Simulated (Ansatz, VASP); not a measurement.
# Cross-check of ZnO (zincite) between VASP and Ansatz

One calculation is typed for both programs; each brings its own data sets. How far apart do they land? Valence electrons are named where the data sets of a main pair hold unlike numbers.

Calculated with Ansatz 0.2.0; plane waves, with VASP 6.6.1 beside it; band structure at r2SCAN-EpsX with an exact-exchange share of 0.171 and band structure at B3LYP with an exact-exchange share of 0.2.

**1. Starting point**

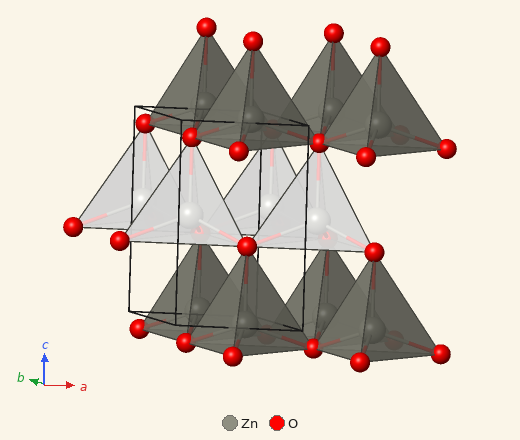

The cell as given, slightly off an axis (zinc grey, oxygen red). 2×2×1 cells are drawn. Some periodic images of atoms are drawn too.

Coordinates:

```xyz
4
Lattice="3.2493 0.0000 0.0000 -1.6247 2.8140 0.0000 0.0000 0.0000 5.2057" Properties=species:S:1:pos:R:3 pbc="T T T"
Zn    0.0000    1.8760    2.6029
Zn    1.6247    0.9380    0.0000
O     1.6247    0.9380    1.9730
O     0.0000    1.8760    4.5759
```

**2. VASP: band structure, r2SCAN-EpsX with an exact-exchange share of 0.171**

The same path points are solved in both programs, so levels can be compared one by one.

Lines of VASP's logs that name or quote its potential files are left out, and so is its time.

The run reads the wave functions of an earlier VASP run, which isn't shown here.

Input file INCAR:

```
SYSTEM = ZnO
PREC = Accurate
ENCUT = 520
EDIFF = 1E-06
NELM = 100
ISMEAR = 0
SIGMA = 0.02
LREAL = .FALSE.
ALGO = Normal
LHFCALC = .TRUE.
AEXX = 0.171
METAGGA = R2SCAN
LASPH = .TRUE.
NBANDS = 24
PRECFOCK = Fast
HFRCUT = -1
LORBIT = 11
LWAVE = .FALSE.
LCHARG = .FALSE.
KPAR = 8
```

Input file POSCAR:

```
ZnO
1.0
    3.2493080000      0.0000000000      0.0000000000
   -1.6246540000      2.8139832727      0.0000000000
    0.0000000000      0.0000000000      5.2057090000
Zn O
2 2
Direct
    0.3333333333      0.6666666667      0.5000000000
    0.6666666667      0.3333333333      0.0000000000
    0.6666666667      0.3333333333      0.3790100000
    0.3333333333      0.6666666667      0.8790100000
```

Input file KPOINTS:

```
Automatic mesh
0
Gamma
5 5 3
0 0 0
```

Input file KPOINTS_OPT:

```
Line mode
6
Line-mode
Reciprocal
  0.00000000   0.00000000   0.00000000 GAMMA
  0.50000000   0.00000000   0.00000000 M

  0.50000000   0.00000000   0.00000000 M
  0.33333333   0.33333333   0.00000000 K

  0.33333333   0.33333333   0.00000000 K
  0.00000000   0.00000000   0.00000000 GAMMA

  0.00000000   0.00000000   0.00000000 GAMMA
  0.00000000   0.00000000   0.50000000 A

  0.00000000   0.00000000   0.50000000 A
  0.50000000   0.00000000   0.50000000 L

  0.50000000   0.00000000   0.50000000 L
  0.33333333   0.33333333   0.50000000 H

  0.33333333   0.33333333   0.50000000 H
  0.00000000   0.00000000   0.50000000 A

  0.50000000   0.00000000   0.50000000 L
  0.50000000   0.00000000   0.00000000 M

  0.33333333   0.33333333   0.00000000 K
  0.33333333   0.33333333   0.50000000 H
```

Potentials, in the order of the species: Zn and O (PBE family, release 64).

On the command line:

```sh
$ mpirun -np 8 vasp_std
```

Numbers of over 12 decimals in the logs are rounded to 6 here.

Log:

```text
[banner, memory and clock lines left out]
running    8 mpi-ranks, on    1 nodes
 distrk:  each k-point on    1 cores,    8 groups
 distr:  one band on    1 cores,    1 groups

 POSCAR found type information on POSCAR ZnO
 POSCAR found :  2 types and       4 ions
|                                                                             |
|           W    W    AA    RRRRR   N    N  II  N    N   GGGG   !!!           |
|           W    W   A  A   R    R  NN   N  II  NN   N  G    G  !!!           |
|           W    W  A    A  R    R  N N  N  II  N N  N  G       !!!           |
|           W WW W  AAAAAA  RRRRR   N  N N  II  N  N N  G  GGG   !            |
|           WW  WW  A    A  R   R   N   NN  II  N   NN  G    G                |
|           W    W  A    A  R    R  N    N  II  N    N   GGGG   !!!           |
|                                                                             |
|     For optimal performance we recommend to set                             |
|       NCORE = 2 up to number-of-cores-per-socket                            |
|     NCORE specifies how many cores store one orbital (NPAR=cpu/NCORE).      |
|     This setting can greatly improve the performance of VASP for DFT.       |
|     The default, NCORE=1 might be grossly inefficient on modern             |
|     multi-core architectures or massively parallel machines. Do your        |
|     Unfortunately you need to use the default for GW and RPA                |
|     calculations (for HF NCORE is supported but not extensively tested      |
|     yet).                                                                   |
|                                                                             |

|                                                                             |
|               ----> ADVICE to this user running VASP <----                  |
|                                                                             |
|     You enforced a specific xc type in the INCAR file but a different       |
|     [... a line on the potential file left out ...]
|     I HOPE YOU KNOW WHAT YOU ARE DOING!                                     |
|                                                                             |

 LDA part: xc-table for (None), standard interpolation
 found WAVECAR, reading the header
 POSCAR, INCAR and KPOINTS ok, starting setup
 FFT: planning ... GRIDC
 FFT: planning ... GRID_SOFT
 FFT: planning ... GRID
 HFRCUT set to (new)   9.481018
 reading WAVECAR
 the WAVECAR file was read successfully
 initial charge from wavefunction
 entering main loop
       N       E                     dE             d eps       ncg     rms          rms(c)
DAV:   1    -0.375592574447E+02   -0.37559E+02   -0.18790E+00   584   0.358E+01    0.304E+00
DAV:   2    -0.375195582763E+02    0.39699E-01   -0.67561E-01   576   0.152E+01    0.973E-01
DAV:   3    -0.375247183858E+02   -0.51601E-02   -0.52336E-02   664   0.367E+00    0.492E-01
DAV:   4    -0.375254178233E+02   -0.69944E-03   -0.42533E-03   560   0.510E-01    0.285E-01
DAV:   5    -0.375253424122E+02    0.75411E-04   -0.16759E-04   712   0.186E-01    0.169E-01
DAV:   6    -0.375253386737E+02    0.37385E-05   -0.64275E-05   680   0.108E-01    0.102E-01
DAV:   7    -0.375253530176E+02   -0.14344E-04   -0.23161E-05   536   0.490E-02    0.613E-02
DAV:   8    -0.375253655885E+02   -0.12571E-04   -0.65452E-06   528   0.269E-02    0.361E-02
DAV:   9    -0.375253746312E+02   -0.90426E-05   -0.17527E-06   336   0.158E-02    0.218E-02
DAV:  10    -0.375253798581E+02   -0.52269E-05   -0.13601E-06   312   0.133E-02    0.128E-02
DAV:  11    -0.375253834918E+02   -0.36338E-05   -0.30509E-07   264   0.926E-03    0.793E-03
DAV:  12    -0.375253853145E+02   -0.18226E-05   -0.39400E-07   264   0.814E-03    0.461E-03
DAV:  13    -0.375253867336E+02   -0.14191E-05   -0.10321E-07   264   0.512E-03    0.290E-03
DAV:  14    -0.375253873575E+02   -0.62393E-06   -0.79171E-08   264   0.409E-03
   1 F= -.37525387E+02 E0= -.37525387E+02  d E =-.104831E-32
 Start KPOINTS_OPT (optional k-point list driver)
k-point batch [1-10\54]
       N       E                     dE             ncg
DAV:   1     0.108836594074E+04   -0.84715E+04      488
DAV:   2    -0.194297978291E+04   -0.30313E+04      520
DAV:   3    -0.224128325334E+04   -0.29830E+03      536
DAV:   4    -0.224812744058E+04   -0.68442E+01      576
DAV:   5    -0.224818431695E+04   -0.56876E-01      632
DAV:   6    -0.224818475870E+04   -0.44175E-03      600
DAV:   7    -0.224818476348E+04   -0.47759E-05      576
DAV:   8    -0.224818476355E+04   -0.67296E-07      416
[...]
k-point batch [51-54\54]
       N       E                     dE             ncg
DAV:   1     0.873915372602E+04   -0.55951E+04      192
DAV:   2     0.754072545311E+04   -0.11984E+04      208
DAV:   3     0.741986559274E+04   -0.12086E+03      224
DAV:   4     0.741723210580E+04   -0.26335E+01      200
DAV:   5     0.741721270730E+04   -0.19398E-01      224
DAV:   6     0.741721257427E+04   -0.13304E-03      216
DAV:   7     0.741721257304E+04   -0.12293E-05      176
DAV:   8     0.741721257301E+04   -0.23168E-07      128
```

Parts of OUTCAR (step 2):

```text
ion  position               nearest neighbor table
   1  0.333  0.667  0.500-   4 1.97   3 1.98   3 1.98   3 1.98
   2  0.667  0.333  0.000-   3 1.97   4 1.98   4 1.98   4 1.98
   3  0.667  0.333  0.379-   2 1.97   1 1.98   1 1.98   1 1.98
   4  0.333  0.667  0.879-   1 1.97   2 1.98   2 1.98   2 1.98

  LATTYP: Found a hexagonal cell.
 ALAT       =     3.2493080000
 C/A-ratio  =     1.6020977390

 Subroutine GETGRP returns: Found 12 space group operations
 (whereof  6 operations were pure point group operations)

The static configuration has the point symmetry C_3v.
 The point group associated with its full space group is C_6v.

 Found     10 irreducible k-points:

   k-points           NKPTS =     10   k-points in BZ     NKDIM =     75   number of bands    NBANDS=     24

   dimension x,y,z NGX =    24 NGY =   24 NGZ =   40
   dimension x,y,z NGXF=    48 NGYF=   48 NGZF=   80

   ENCUT  =  520.0 eV  38.22 Ry    6.18 a.u.   6.04  6.04  9.68*2*pi/ulx,y,z

   NELECT =      36.0000    total number of electrons

 k-points in reciprocal lattice and weights: Automatic mesh
   0.00000000  0.00000000  0.00000000       0.013
   0.20000000 -0.00000000  0.00000000       0.080
   0.40000000 -0.00000000  0.00000000       0.080
   0.20000000  0.20000000  0.00000000       0.080
   0.40000000  0.20000000  0.00000000       0.080
   0.00000000  0.00000000  0.33333333       0.027
   0.20000000 -0.00000000  0.33333333       0.160
   0.40000000 -0.00000000  0.33333333       0.160
   0.20000000  0.20000000  0.33333333       0.160
   0.40000000  0.20000000  0.33333333       0.160

  exchange ACFDT corr.  =         0.00000000  see jH, gK, PRB 81, 115126

 average (electrostatic) potential at core
       1 -34.8072       2 -34.8072       3 -71.4871       4 -71.4871

 E-fermi :  -0.0621

 k-point     1 :       0.0000    0.0000    0.0000
  band No.  band energies     occupation
    ...
     14      -1.0962      2.00000
     15      -1.0962      2.00000
     16      -0.2902      2.00000
     17      -0.2268      2.00000
     18      -0.2268      2.00000
     19       2.5538      0.00000
     20       7.3489      0.00000
     21      10.4436      0.00000
     22      15.2290      0.00000
     23      15.2292      0.00000
    ...

 k-point     2 :       0.2000   -0.0000    0.0000
  band No.  band energies     occupation
    ...
     14      -2.3935      2.00000
     15      -1.6108      2.00000
     16      -1.6104      2.00000
     17      -0.5902      2.00000
     18      -0.5083      2.00000
     19       4.4270      0.00000
     20       8.7948      0.00000
     21      10.2969      0.00000
     22      12.4866      0.00000
     23      14.5837      0.00000
    ...

 k-point     3 :       0.4000   -0.0000    0.0000
  band No.  band energies     occupation
    ...
     14      -3.9371      2.00000
     15      -3.0766      2.00000
     16      -2.4748      2.00000
     17      -1.3785      2.00000
     18      -1.0095      2.00000
     19       7.0614      0.00000
     20       9.4755      0.00000
     21       9.6197      0.00000
     22      10.9538      0.00000
     23      13.2371      0.00000
    ...

  energy-cutoff  :      520.00
  volume of cell :       47.60
      direct lattice vectors                 reciprocal lattice vectors
     3.249308000  0.000000000  0.000000000     0.307757836  0.177684070  0.000000000
    -1.624654000  2.813983273  0.000000000     0.000000000  0.355368139  0.000000000
     0.000000000  0.000000000  5.205709000     0.000000000  0.000000000  0.192096792

 POSITION                                       TOTAL-FORCE (eV/Angst)
 -----------------------------------------------------------------------------------
     -0.00000      1.87599      2.60285        -0.000000      0.000000     -0.088341
      1.62465      0.93799      0.00000         0.000000     -0.000000     -0.088341
      1.62465      0.93799      1.97302        -0.000000      0.000000      0.088341
     -0.00000      1.87599      4.57587        -0.000000      0.000000      0.088341
 -----------------------------------------------------------------------------------
    total drift:                                0.000000      0.000000     -0.063099

  FREE ENERGIE OF THE ION-ELECTRON SYSTEM (eV)
  ---------------------------------------------------
  free  energy   TOTEN  =       -37.5253873575 eV

  energy  without entropy=      -37.5253873575  energy(sigma->0) =      -37.52538736

 total charge
# of ion       s       p       d       tot
------------------------------------------
    1        0.419   0.478   9.940  10.837
    2        0.419   0.478   9.940  10.837
    3        1.552   3.506   0.000   5.058
    4        1.552   3.506   0.000   5.058
--------------------------------------------------
tot          3.941   7.968  19.880  31.790

[... 3 further parts left out ...]
```

The PAW data sets were made with PBE, which is usual practice but a small mismatch for other functionals.

[end of part 1 of 3]

[Lines on the potential files, build, host, timing and source positions are cut from VASP's logs without a mark.]

[Logs are printed without paths, hosts, clocks, repeated set-up lines and the standing remarks that a program may print on its own settings, such as how far it seeks lower states.]

[Hosts, paths, dates, database ids (printed as entryN), source tags and the programs' standing remarks are cut or masked in the printed files.]
